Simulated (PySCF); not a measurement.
# C6H11N: a tour of settings

Which settings matter for C6H11N (`C=C(C)[C@@H]1N[C@H]1C`)?

Computed with PySCF 2.14.0, with density-fitted response routines of our own, on a single molecule, in the gas phase or a continuum. Atoms count from 0, in the outputs and in this text.

### Step 1. The molecule as given

18 atoms, charge 0, multiplicity 1; geometry from: GFN2-xTB.

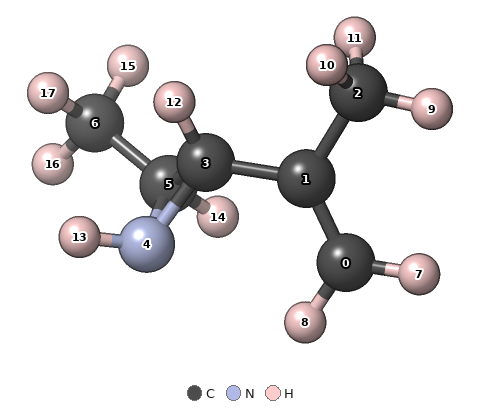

As it starts; carbon dark grey, nitrogen light blue, hydrogen pink, atoms numbered.

### Step 2. Excited states and response: BLYP/6-311G** in water

Job settings and geometry (Å):

```
{"job": {"kind": "uv", "xc": "BLYP", "basis": "6-311G**", "solvent": "water", "nstates": 12, "ntriplets": 5, "tda": true}, "charge": 0, "multiplicity": 1}
C     -1.906218     0.773476    -0.764579
C     -1.295164     0.169267     0.243128
C     -1.988389    -0.762911     1.190981
C      0.156429     0.351651     0.498621
N      0.852444     1.397974    -0.230189
C      1.166919     0.028302    -0.548359
C      2.497858    -0.578523    -0.181864
H     -2.954095     0.629459    -0.963465
H     -1.368480     1.446280    -1.408353
H     -3.034968    -0.877005     0.923318
H     -1.927732    -0.380046     2.209644
H     -1.510960    -1.742517     1.175056
H      0.454521     0.159278     1.528378
H      1.568483     1.868835     0.314580
H      0.779748    -0.278817    -1.515243
H      2.422291    -1.664084    -0.154755
H      3.251774    -0.305267    -0.918910
H      2.826780    -0.229036     0.796075
```

Level: TDA BLYP/6-311G**, vertical, IEF-PCM water (non-equilibrium linear response), core orbitals frozen in the response.

On the command line:

```sh
$ OMP_NUM_THREADS=1 python probes_run.py task.json out
```

The driver reads the jobs from task.json and runs them one after another.

What it wrote:

```text
coarse grid: 14400 points
cycle   1  E = -289.7636579877  dE =  6.702e-01  |g| = 6.871e-01  |ddm| = 3.322e+00
cycle   2  E = -289.6377628002  dE =  1.259e-01  |g| = 9.756e-01  |ddm| = 1.523e+00
cycle   3  E = -289.8881432780  dE = -2.504e-01  |g| = 8.677e-02  |ddm| = 9.611e-01
cycle   4  E = -289.8886945335  dE = -5.513e-04  |g| = 6.760e-02  |ddm| = 1.050e-01
cycle   5  E = -289.8896879364  dE = -9.934e-04  |g| = 1.079e-02  |ddm| = 6.256e-02
cycle   6  E = -289.8897024717  dE = -1.454e-05  |g| = 7.420e-03  |ddm| = 1.241e-02
cycle   7  E = -289.8897163016  dE = -1.383e-05  |g| = 6.052e-04  |ddm| = 5.869e-03
cycle   8  E = -289.8897163750  dE = -7.338e-08  |g| = 2.857e-04  |ddm| = 6.848e-04
final grid: 137336 points
cycle   9  E = -289.8835810636  dE = -5.268e-05  |g| = 1.107e-02  |ddm| = 4.586e-02
cycle  10  E = -289.8835474431  dE =  3.362e-05  |g| = 1.584e-02  |ddm| = 2.172e-02
cycle  11  E = -289.8836109169  dE = -6.347e-05  |g| = 1.490e-03  |ddm| = 1.379e-02
cycle  12  E = -289.8836113822  dE = -4.653e-07  |g| = 6.054e-04  |ddm| = 1.518e-03
cycle  13  E = -289.8836114705  dE = -8.827e-08  |g| = 1.499e-04  |ddm| = 4.577e-04
cycle  14  E = -289.8836114757  dE = -5.239e-09  |g| = 4.196e-05  |ddm| = 1.558e-04
cycle  15  E = -289.8836114761  dE = -3.625e-10  |g| = 1.246e-05  |ddm| = 4.020e-05
converged SCF energy = -289.8836114761

Static polarisability (au): isotropic 101.007, principal 80.849 103.366 118.807

Singlet excitations
state   eV       nm        f      main configurations
  1   5.3060    233.7   0.04986   H->L 0.68, H-1->L 0.31
  2   6.2413    198.7   0.00187   H->L+1 0.99
  3   6.6007    187.8   0.03862   H->L+2 0.72, H-1->L+1 0.19
  4   6.6700    185.9   0.00067   H-1->L+1 0.73, H->L+2 0.22
  5   6.7371    184.0   0.15133   H->L+3 0.42, H-1->L 0.24, H->L 0.11
  6   6.8651    180.6   0.15233   H->L+3 0.54, H-1->L 0.18, H->L 0.09
  7   7.0330    176.3   0.01508   H-1->L+2 0.97
  8   7.2219    171.7   0.03400   H-1->L+3 0.69, H->L+4 0.30
  9   7.2735    170.5   0.06771   H->L+4 0.55, H-1->L+3 0.26
 10   7.3979    167.6   0.00704   H-2->L 0.83
 11   7.5978    163.2   0.02220   H->L+5 0.63, H-1->L+4 0.31
 12   7.6284    162.5   0.01505   H-1->L+4 0.67, H->L+5 0.31

Triplet excitations (Tamm-Dancoff, eV): 4.3526 5.1200 6.1458 6.4804 6.5800
```

Wall time 21 s (1 thread of Arm Neoverse V1, shared host); peak memory 0.76 GiB.

Frontier orbitals and where they lie:

```
orbital     eV                         atoms
 HOMO−3  -7.85     C3 26 %, N4 16 %, C5 11 %
 HOMO−2  -7.52     N4 25 %, C5 17 %, C3 10 %
 HOMO−1  -5.70     N4 31 %, C0 27 %, C1 21 %
   HOMO  -5.29     N4 36 %, C0 21 %, C3 12 %
   LUMO  -0.27      C0 38 %, C1 36 %, C5 6 %
 LUMO+1   0.93  H13 15 %, H12 14 %, H17 11 %
 LUMO+2   1.29   H13 22 %, H11 13 %, H9 12 %
```

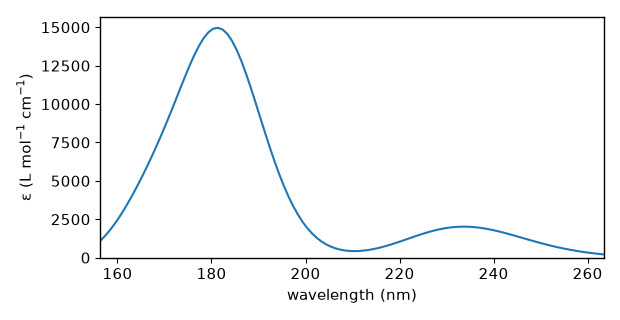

Absorption spectrum: each of the 12 states is a Gaussian band of 0.4 eV half-width at 1/e. Beyond the last state computed it falls off for lack of states.

Further results of this job:

```
           property  computed
  dipole moment (D)      2.91
polarisability (Å³)     14.97
 HOMO–LUMO gap (eV)      5.01
      −ε(HOMO) (eV)      5.29
```

### Step 3. TDDFT and polarisability: PBE0/6-31G-J

Same as in step 2 but for these lines:

```diff
@@ -1,2 +1,2 @@
-{"job": {"kind": "uv", "xc": "BLYP", "basis": "6-311G**", "solvent": "water", "nstates": 12, "ntriplets": 5, "tda": true}, "charge": 0, "multiplicity": 1}
+{"job": {"kind": "uv", "xc": "PBE0", "basis": "6-31G-J", "nstates": 25, "ntriplets": 2, "tda": false}, "charge": 0, "multiplicity": 1}
 C     -1.906218     0.773476    -0.764579
```

With the program's defaults for keys left out, this is: TDDFT PBE0/6-31G-J, vertical, gas phase, core orbitals frozen in the response.

What it wrote:

```text
coarse grid: 14400 points
cycle   1  E = -289.5719809626  dE =  9.737e-01  |g| = 4.349e-01  |ddm| = 3.865e+00
cycle   2  E = -289.5702075224  dE =  1.773e-03  |g| = 4.612e-01  |ddm| = 1.224e+00
cycle   3  E = -289.6225444903  dE = -5.234e-02  |g| = 8.015e-02  |ddm| = 5.908e-01
cycle   4  E = -289.6236415460  dE = -1.097e-03  |g| = 4.335e-02  |ddm| = 1.374e-01
cycle   5  E = -289.6241123561  dE = -4.708e-04  |g| = 5.455e-03  |ddm| = 5.515e-02
cycle   6  E = -289.6241183898  dE = -6.034e-06  |g| = 2.547e-03  |ddm| = 8.115e-03
final grid: 137336 points
cycle   7  E = -289.5632516578  dE = -1.059e-04  |g| = 1.074e-02  |ddm| = 3.428e-02
cycle   8  E = -289.5632409604  dE =  1.070e-05  |g| = 1.215e-02  |ddm| = 2.458e-02
cycle   9  E = -289.5632764533  dE = -3.549e-05  |g| = 2.043e-03  |ddm| = 1.510e-02
cycle  10  E = -289.5632774243  dE = -9.710e-07  |g| = 5.604e-04  |ddm| = 2.388e-03
cycle  11  E = -289.5632774960  dE = -7.167e-08  |g| = 2.028e-04  |ddm| = 6.797e-04
cycle  12  E = -289.5632775054  dE = -9.454e-09  |g| = 1.412e-05  |ddm| = 2.556e-04
cycle  13  E = -289.5632775055  dE = -4.763e-11  |g| = 6.142e-06  |ddm| = 2.706e-05
converged SCF energy = -289.5632775055

Static polarisability (au): isotropic 66.024, principal 51.559 67.115 79.397

Singlet excitations
state   eV       nm        f      main configurations
  1   6.3043    196.7   0.05319   H->L 0.62, H-1->L 0.37
  2   7.3896    167.8   0.31768   H-1->L 0.59, H->L 0.35
  3   7.4468    166.5   0.01013   H->L+1 0.81, H-1->L+1 0.15
  4   8.1132    152.8   0.00930   H-1->L+1 0.78, H->L+1 0.17
  5   8.4271    147.1   0.00041   H-2->L 0.83
  6   8.6441    143.4   0.00904   H->L+2 0.90
  7   8.8167    140.6   0.02955   H->L+3 0.89
  8   8.9746    138.2   0.01943   H->L+4 0.43, H-1->L+2 0.42
  9   9.1655    135.3   0.00224   H-3->L 0.36, H->L+5 0.21, H-1->L+2 0.18
 10   9.2631    133.8   0.00141   H-4->L 0.47, H-5->L 0.15, H-1->L+3 0.13
 11   9.2953    133.4   0.04490   H->L+4 0.23, H-1->L+2 0.21, H-3->L 0.10
 12   9.3402    132.7   0.00894   H-1->L+3 0.46, H->L+5 0.13, H-5->L 0.10
 13   9.3556    132.5   0.00621   H-5->L 0.54, H-4->L 0.27
 14   9.4398    131.3   0.00619   H->L+6 0.66, H-1->L+3 0.09
 15   9.5839    129.4   0.14853   H-3->L 0.33, H->L+5 0.22, H-1->L+4 0.11
 16   9.6296    128.8   0.05779   H-1->L+4 0.62, H->L+4 0.11, H->L+5 0.08
 17   9.7868    126.7   0.04473   H-1->L+5 0.76
 18   9.9736    124.3   0.00859   H-1->L+6 0.45, H->L+7 0.34, H->L+6 0.09
 19  10.1444    122.2   0.02339   H->L+7 0.45, H-1->L+6 0.25, H-2->L+1 0.11
 20  10.2160    121.4   0.02208   H-2->L+1 0.80
 21  10.2419    121.1   0.02751   H->L+8 0.72, H->L+9 0.09
 22  10.4519    118.6   0.00200   H->L+9 0.68
 23  10.5003    118.1   0.00498   H-6->L 0.86
 24  10.5560    117.5   0.03982   H-1->L+7 0.47, H->L+10 0.23
 25  10.5875    117.1   0.03285   H-3->L+1 0.56, H-1->L+7 0.22

Triplet excitations (Tamm-Dancoff, eV): 4.2869 6.0074
```

It took 27 s on 1 thread of Arm Neoverse V1, shared host; peak memory 0.69 GiB.

In short: HOMO -6.38 eV, LUMO 1.01 eV; lowest singlet 6.30 eV.

### Step 4. Ultraviolet spectrum: HSE06/def2-SVPD in chloroform

Same as in step 3 but for these lines:

```diff
@@ -1,2 +1,2 @@
-{"job": {"kind": "uv", "xc": "PBE0", "basis": "6-31G-J", "nstates": 25, "ntriplets": 2, "tda": false}, "charge": 0, "multiplicity": 1}
+{"job": {"kind": "uv", "xc": "HSE06", "basis": "def2-SVPD", "solvent": "chloroform", "nstates": 12, "ntriplets": 0, "tda": false, "scf": {"guess": "sap", "aux": "def2-universal-jkfit"}}, "charge": 0, "multiplicity": 1}
 C     -1.906218     0.773476    -0.764579
```

Level: TDDFT HSE06/def2-SVPD, vertical, IEF-PCM chloroform (non-equilibrium linear response), core orbitals frozen in the response.

What it wrote:

```text
final grid: 137336 points
cycle   1  E = -273.8768548162  dE =  1.235e+01  |g| = 6.001e+00  |ddm| = 4.564e+02
cycle   2  E = -247.7134916026  dE =  2.616e+01  |g| = 1.079e+01  |ddm| = 4.535e+02
cycle   3  E = -284.2114063230  dE = -3.650e+01  |g| = 4.147e+00  |ddm| = 7.167e+01
cycle   4  E = -286.3722069041  dE = -2.161e+00  |g| = 3.351e+00  |ddm| = 1.260e+01
cycle   5  E = -289.1468736580  dE = -2.775e+00  |g| = 1.051e+00  |ddm| = 8.705e+00
cycle   6  E = -289.3766455072  dE = -2.298e-01  |g| = 5.186e-01  |ddm| = 2.968e+00
cycle   7  E = -289.4286104969  dE = -5.196e-02  |g| = 2.379e-01  |ddm| = 1.380e+00
cycle   8  E = -289.4427224313  dE = -1.411e-02  |g| = 7.385e-02  |ddm| = 5.140e-01
cycle   9  E = -289.4440913376  dE = -1.369e-03  |g| = 5.624e-03  |ddm| = 1.728e-01
cycle  10  E = -289.4440972105  dE = -5.873e-06  |g| = 2.664e-03  |ddm| = 2.323e-02
cycle  11  E = -289.4440987391  dE = -1.529e-06  |g| = 8.337e-04  |ddm| = 1.073e-02
cycle  12  E = -289.4440988733  dE = -1.342e-07  |g| = 1.666e-04  |ddm| = 2.690e-03
cycle  13  E = -289.4440988790  dE = -5.757e-09  |g| = 6.857e-05  |ddm| = 4.885e-04
cycle  14  E = -289.4440988801  dE = -1.100e-09  |g| = 1.973e-05  |ddm| = 1.839e-04
cycle  15  E = -289.4440988802  dE = -1.000e-10  |g| = 3.868e-06  |ddm| = 5.552e-05
converged SCF energy = -289.4440988802

Static polarisability (au): isotropic 98.721, principal 83.149 100.059 112.954

Singlet excitations
state   eV       nm        f      main configurations
  1   6.1275    202.3   0.13889   H->L 0.67, H-1->L 0.31
  2   6.5395    189.6   0.00836   H->L+1 0.96
  3   6.7174    184.6   0.26022   H-1->L 0.64, H->L 0.28
  4   6.9017    179.6   0.00937   H->L+2 0.64, H-1->L+1 0.28
  5   7.1261    174.0   0.03517   H->L+3 0.63, H-1->L+1 0.30
  6   7.1974    172.3   0.00355   H-1->L+1 0.36, H->L+2 0.30, H->L+3 0.27
  7   7.3603    168.4   0.07782   H->L+4 0.82, H-1->L+2 0.08
  8   7.5274    164.7   0.01932   H-1->L+2 0.66, H-1->L+3 0.14, H->L+4 0.14
  9   7.6773    161.5   0.01114   H-1->L+3 0.76, H-1->L+2 0.15
 10   7.8655    157.6   0.00964   H-1->L+4 0.75, H->L+5 0.10
 11   8.0042    154.9   0.00221   H-2->L 0.70
 12   8.0879    153.3   0.01138   H->L+5 0.70, H->L+7 0.09, H-2->L 0.08
```

Run time: 55 s. Hardware: 1 thread of Arm Neoverse V1, shared host; peak memory 1.2 GiB.

Key values: HOMO -6.34 eV, LUMO 0.03 eV; lowest singlet 6.13 eV.

### Step 5. TDDFT and polarisability: OPBE/def2-SVPD in chloroform

Same as in step 4 but for these lines:

```diff
@@ -1,2 +1,2 @@
-{"job": {"kind": "uv", "xc": "HSE06", "basis": "def2-SVPD", "solvent": "chloroform", "nstates": 12, "ntriplets": 0, "tda": false, "scf": {"guess": "sap", "aux": "def2-universal-jkfit"}}, "charge": 0, "multiplicity": 1}
+{"job": {"kind": "uv", "xc": "OPBE", "basis": "def2-SVPD", "solvent": "chloroform", "nstates": 3, "ntriplets": 0, "tda": false, "scf": {"conv": 1e-11}, "grid": 1}, "charge": 0, "multiplicity": 1}
 C     -1.906218     0.773476    -0.764579
```

Level: TDDFT OPBE/def2-SVPD, vertical, IEF-PCM chloroform (non-equilibrium linear response), core orbitals frozen in the response.

What it wrote:

```text
final grid: 63392 points
cycle   1  E = -289.5784282218  dE =  5.746e-01  |g| = 5.297e-01  |ddm| = 8.312e+00
cycle   2  E = -289.5160928700  dE =  6.234e-02  |g| = 7.166e-01  |ddm| = 5.932e+00
cycle   3  E = -289.6606499908  dE = -1.446e-01  |g| = 6.957e-02  |ddm| = 3.698e+00
cycle   4  E = -289.6611713187  dE = -5.213e-04  |g| = 5.059e-02  |ddm| = 3.466e-01
cycle   5  E = -289.6617777021  dE = -6.064e-04  |g| = 1.017e-02  |ddm| = 2.145e-01
cycle   6  E = -289.6617955948  dE = -1.789e-05  |g| = 5.923e-03  |ddm| = 3.419e-02
cycle   7  E = -289.6618046436  dE = -9.049e-06  |g| = 8.079e-04  |ddm| = 2.439e-02
cycle   8  E = -289.6618047846  dE = -1.410e-07  |g| = 3.514e-04  |ddm| = 3.716e-03
cycle   9  E = -289.6618048143  dE = -2.971e-08  |g| = 6.988e-05  |ddm| = 1.031e-03
cycle  10  E = -289.6618048155  dE = -1.181e-09  |g| = 1.720e-05  |ddm| = 3.063e-04
cycle  11  E = -289.6618048155  dE = -5.161e-11  |g| = 1.007e-05  |ddm| = 8.161e-05
cycle  12  E = -289.6618048156  dE = -2.638e-11  |g| = 1.441e-06  |ddm| = 3.416e-05
cycle  13  E = -289.6618048156  dE = -1.251e-12  |g| = 7.626e-07  |ddm| = 7.700e-06
converged SCF energy = -289.6618048156

Static polarisability (au): isotropic 99.452, principal 82.446 100.755 115.156

Singlet excitations
state   eV       nm        f      main configurations
  1   5.3077    233.6   0.05406   H->L 0.70, H-1->L 0.29
  2   5.8259    212.8   0.00314   H->L+1 1.00
  3   6.2149    199.5   0.00816   H->L+2 0.84, H-1->L+1 0.15
```

Wall time 19 s (1 thread of Arm Neoverse V1, shared host); peak memory 0.87 GiB.

This run: HOMO -5.50 eV, LUMO -0.46 eV; lowest singlet 5.31 eV.

(Part 1 of 2 ends here.)
